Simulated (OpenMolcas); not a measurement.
**One shape, several levels: GaBH3ClO (SMILES O[B](Cl)[GaH2])**

Aim: a comparison of 6 runs (HF/STO-3G, B3LYP/6-31G*, M06-2X/6-31G*, SVWN5/6-31G*, TPSS/6-31G*, MP2/6-31G*) of GaBH3ClO. 

The calculation is run with OpenMolcas 26.06.

1 further run of the same task is left out (set aside as unsound or not needed).

### 1 The structure to begin with

GaBH3ClO has 7 atoms, charge 0, and is taken as a singlet. SMILES: `O[B](Cl)[GaH2]`. The B2–Cl3 distance was set to 2.325 Å, away from the relaxed value.

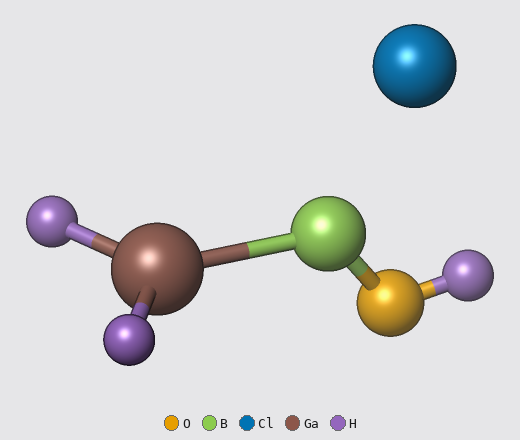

The structure, seen from a chosen angle (oxygen amber, boron green, chlorine blue, gallium brown, hydrogen purple).

### 2 The energy at HF/STO-3G (run 1)

Input file job.inp:

```
* BClGaH3O Hartree-Fock

&GATEWAY
  BASLIB
  $CurrDir
  COORD
  7
  angstrom
  O       -1.124769      -0.907711       1.253619
  B       -0.311169      -0.343511       0.344419
  Cl       0.899000      -1.736200      -1.070500
  Ga      -0.076869       1.727589       0.135719
  H       -1.130169      -1.872911       1.232419
  H       -0.970569       2.553889      -0.859581
  H        1.038731       2.507289       0.923019
  BASIS
  STO-3G
  GROUP
  NoSym

&SEWARD

&SCF
  THRESHOLDS
  1e-10 1e-07 1e-07 1e-05
  PRORBITALS
  1
```

The basis set STO-3G is read from a file made from the Basis Set Exchange's data (not shown).

Launch:

```bash
$ export MOLCAS_MEM=1860
$ pymolcas job.inp > job.log
```

Log:

```text
--- Start Module: gateway ---
[...]
--- Stop Module: gateway /rc=_RC_ALL_IS_WELL_ ---
--- Start Module: seward ---
[...]
      Basis functions           40
--- Stop Module: seward /rc=_RC_ALL_IS_WELL_ ---
--- Start Module: scf ---
[...]
       Convergence after  92 Iterations
[...]
::    Total SCF energy                              -2455.4254913836
[...]
      Total spin, S                                     0.0000000000
[...]
      Total electronic charge=   64.000000
      Total            charge=   -0.000000
[...]
      Dipole Moment (debye):
      Origin of the operator (angstrom)=    0.0273    0.3231   -0.0219
                   X= -2.4731E+00               Y=  1.8032E+00               Z=  2.8583E+00           Total=  4.1878E+00
      Quadrupole Moment (debye*angstrom):
[...]
--- Stop Module: scf /rc=_RC_ALL_IS_WELL_ ---
[...]
```

Run time: 2.9 s. Hardware: 1 thread of Intel Xeon 6975P-C (Granite Rapids), shared host; peak memory 0.38 GiB.

### 3 A single-point energy at B3LYP/6-31G(d) (spherical functions) (run 2)

Input file job.input:

```
* BClGaH3O Kohn-Sham DFT

&GATEWAY
  BASLIB
  $CurrDir
  COORD
  7
  angstrom
  O       -1.124769      -0.907711       1.253619
  B       -0.311169      -0.343511       0.344419
  Cl       0.899000      -1.736200      -1.070500
  Ga      -0.076869       1.727589       0.135719
  H       -1.130169      -1.872911       1.232419
  H       -0.970569       2.553889      -0.859581
  H        1.038731       2.507289       0.923019
  BASIS
  6-31Gs
  GROUP
  NoSym

&SEWARD
  GRIDINPUT
  Grid=UltraFine
  End of Grid

&SCF
  KSDFT
  B3LYP
  THRESHOLDS
  1e-10 1e-07 1e-07 1e-05
  PRORBITALS
  1 2
```

The basis set 6-31G* is read from a file made from the Basis Set Exchange's data (not shown).

Launch:

```bash
$ export MOLCAS_MEM=1860
$ pymolcas job.input > job.log
```

Log:

```text
--- Start Module: gateway ---
[...]
--- Stop Module: gateway /rc=_RC_ALL_IS_WELL_ ---
--- Start Module: seward ---
[...]
      Basis functions           84
--- Stop Module: seward /rc=_RC_ALL_IS_WELL_ ---
[...]
--- Start Module: scf ---
[...]
       Convergence after  14 Iterations
[...]
::    Total KS-DFT energy                           -2486.7183246901
[...]
      Total spin, S                                     0.0000000000
[...]
      Total electronic charge=   64.000000
      Total            charge=   -0.000000
[...]
      Dipole Moment (debye):
      Origin of the operator (angstrom)=    0.0273    0.3231   -0.0219
                   X= -2.2093E+00               Y=  8.1433E-01               Z=  2.5344E+00           Total=  3.4594E+00
      Quadrupole Moment (debye*angstrom):
[...]
--- Stop Module: scf /rc=_RC_ALL_IS_WELL_ ---
[...]
```

It took 13 s on 1 thread of Intel Xeon 6975P-C (Granite Rapids), shared host; peak memory 0.47 GiB.

### 4 A single-point energy at M06-2X/6-31G(d) (spherical functions) (run 3)

Input file coord.xyz:

```xyz
7

O     -1.124769    -0.907711     1.253619
B     -0.311169    -0.343511     0.344419
Cl     0.899000    -1.736200    -1.070500
Ga    -0.076869     1.727589     0.135719
H     -1.130169    -1.872911     1.232419
H     -0.970569     2.553889    -0.859581
H      1.038731     2.507289     0.923019
```

Input file run.inp:

```
* BClGaH3O Kohn-Sham DFT

&GATEWAY
  BasLib=$CurrDir
  Coord=coord.xyz
  Basis=6-31Gs
  Group=NoSym

&SEWARD
  GridInput
  Grid=UltraFine
  End of Grid

&SCF
  KSDFT=M062X
  Thresholds=1e-10 1e-07 1e-07 1e-05
  PrOrbitals=1 1
```

The basis set 6-31G* is read from a file made from the Basis Set Exchange's data (not shown).

Launch:

```bash
$ export MOLCAS_MEM=1860
$ pymolcas run.inp > run.log
```

Log:

```text
--- Start Module: gateway ---
[...]
--- Stop Module: gateway /rc=_RC_ALL_IS_WELL_ ---
--- Start Module: seward ---
[...]
      Basis functions           84
--- Stop Module: seward /rc=_RC_ALL_IS_WELL_ ---
[...]
--- Start Module: scf ---
[...]
       Convergence after  14 Iterations
[...]
::    Total KS-DFT energy                           -2486.5726058016
[...]
      Total spin, S                                     0.0000000000
[...]
      Total electronic charge=   64.000000
      Total            charge=   -0.000000
[...]
      Dipole Moment (debye):
      Origin of the operator (angstrom)=    0.0273    0.3231   -0.0219
                   X= -2.2987E+00               Y=  1.0322E+00               Z=  2.6421E+00           Total=  3.6510E+00
      Quadrupole Moment (debye*angstrom):
[...]
--- Stop Module: scf /rc=_RC_ALL_IS_WELL_ ---
[...]
```

Wall time 17 s (1 thread of Intel Xeon 6975P-C (Granite Rapids), shared host); peak memory 0.47 GiB.

Runs 4 to 5 aren't shown in full; the table further down has their settings and results.

### 5 A single-point energy at MP2/6-31G(d) (spherical functions) (run 6)

Input file test.inp:

```
* BClGaH3O MP2
>>> EXPORT MOLCAS_PRINT=2

&gateway
  baslib = $CurrDir
  coord
  7
  angstrom
  O       -1.124769      -0.907711       1.253619
  B       -0.311169      -0.343511       0.344419
  Cl       0.899000      -1.736200      -1.070500
  Ga      -0.076869       1.727589       0.135719
  H       -1.130169      -1.872911       1.232419
  H       -0.970569       2.553889      -0.859581
  H        1.038731       2.507289       0.923019
  basis = 6-31Gs
  group = NoSym

&seward

&scf
  thresholds = 1e-10 1e-07 1e-07 1e-05
  prorbitals = 1 1

&mbpt2
  frozen = 16
```

The basis set 6-31G* is read from a file made from the Basis Set Exchange's data (not shown).

Launch:

```bash
$ export MOLCAS_MEM=1860
$ pymolcas test.inp > test.log
```

Log:

```text
--- Start Module: gateway ---
[...]
--- Stop Module: gateway /rc=_RC_ALL_IS_WELL_ ---
[...]
      Basis functions           84
[...]
--- Start Module: scf ---
[...]
       Convergence after  13 Iterations
[...]
::    Total SCF energy                              -2483.7569806574
[...]
      Total spin, S                                     0.0000000000
[...]
      Total electronic charge=   64.000000
      Total            charge=   -0.000000
[...]
      Dipole Moment (debye):
      Origin of the operator (angstrom)=    0.0273    0.3231   -0.0219
                   X= -2.4274E+00               Y=  1.4103E+00               Z=  2.7991E+00           Total=  3.9644E+00
      Quadrupole Moment (debye*angstrom):
[...]
--- Stop Module: scf /rc=_RC_ALL_IS_WELL_ ---
[...]
--- Start Module: mbpt2 ---
[...]
WARNING!
Default frozen orbitals as non valence orbitals is overwritten by user input.
Default values:  21
[...]
       Reference weight ( Cref**2 )         =        0.84404
::    Total MBPT2 energy                            -2484.3690853945
[...]
      Total MBPT2 calculations                           0.19      0.21
--- Stop Module: mbpt2 /rc=_RC_ALL_IS_WELL_ ---
[...]
```

Wall time 4.8 s (1 thread of Intel Xeon 6975P-C (Granite Rapids), shared host); peak memory 0.47 GiB.

### 6 Overview of the runs

| run | level | integration grid | frozen core orbitals | energy (Eh) | dipole moment (D) of the reference | HOMO energy (eV) | LUMO energy (eV) | wall time |
| --- | --- | --- | --- | --- | --- | --- | --- | --- |
| 1 | HF/STO-3G | – | – | -2455.425491 | 4.19 | -7.87 | 3.47 | 2.9 s |
| 2 | B3LYP/6-31G* (spherical functions) | UltraFine | – | -2486.718325 | 3.46 | -7.62 | -2.62 | 13 s |
| 3 | M06-2X/6-31G* (spherical functions) | UltraFine | – | -2486.572606 | 3.65 | -9.06 | -1.87 | 17 s |
| 4 | SVWN5/6-31G* (spherical functions) | UltraFine | – | -2481.303971 | 3.27 | -6.72 | -3.38 | 11 s |
| 5 | TPSS/6-31G* (spherical functions) | UltraFine | – | -2486.679350 | 3.44 | -6.69 | -3.00 | 21 s |
| 6 | MP2/6-31G* (spherical functions) | – | 16 | -2484.369085 | 3.96 | -10.80 | 0.41 | 4.8 s |

### 7 Summary of results

```
                                           quantity           value
                                run 6: total energy  -2484.36909 Eh
          run 6: dipole moment (mean-field density)          3.96 D
         run 6: HOMO energy (Hartree–Fock orbitals)       -10.80 eV
         run 6: LUMO energy (Hartree–Fock orbitals)         0.41 eV
       run 6: HOMO–LUMO gap (Hartree–Fock orbitals)        11.21 eV
run 6: correlation energy (16 core orbitals frozen)      -612.1 mEh
```

In words: Over runs 1, 2, 3, 4, 5 the dipole moment (its size) runs from 3.27 D (SVWN5/6-31G*) to 4.19 D (HF/STO-3G). The two ends differ in method and basis. Over runs 1, 2, 3, 4, 5 the HOMO–LUMO gap runs from 3.33 eV (SVWN5/6-31G*) to 11.34 eV (HF/STO-3G). Totals of different functionals can't be ranked against each other. In run 1 the basis is minimal, so the values are rough. All runs together took 70 s, the longest 21 s.
